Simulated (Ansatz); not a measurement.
# Gate voltage at the highest density: puckered SnSe monolayer

A layer charged from one gate needs a voltage that grows with the carrier density; the slope is e over the total capacitance.

Set-up. Ansatz 0.2.0, plane waves with PAW datasets (its set soft_2), PBE-D3(BJ); isolated slab, charged sheet 4 Å from the outer atoms behind model barriers, atoms held, Fermi-Dirac smearing of 0.02585 eV. The voltage is that of the gate against the layer's Fermi level, from the uncharged case, which has a gap of 1.14 eV.

```tsv
run	added electrons (10¹³ per cm²)	gate voltage (V)
run 1	−1.00	−1.14
run 2	−2.00	−1.71
run 3	−4.00	−2.83
run 4	−7.00	−4.48
run 5	−11.00	?
```

Q: Estimate the withheld value from the rows shown.

A least-squares line through the 4 rows shown has slope 0.5562 and intercept −0.5933; no row lies more than 0.01 V off it. The capacitance is 1.602/0.5562 = 2.88 µF/cm², against 2.21 µF/cm² for plates 4 Å apart in vacuum; it is the larger, as where the added charge has its centre outside the outer atoms (not examined here). The intercept is mostly the shift of the Fermi level from inside the gap to the band edge. At −11.00 it gives 0.5562 × (−11.00) + (−0.5933) = −6.71 V, beyond the rows fitted. Rounding and scatter of the rows alone allow about ±0.030 V there.

The run itself gives −6.63 V: a miss of +0.08 V, or 1.2 % of the value. The capacitance rises a little towards the highest density.

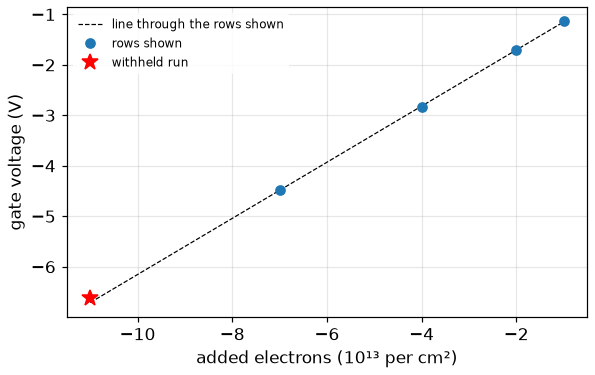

The fit and the withheld run.

**Limits.** The gates are model sheets, not atoms, and low densities sample few k-points.

[Logs are printed without paths, hosts, clocks, repeated set-up lines and the standing remarks that a program may print on its own settings, such as how far it seeks lower states.]
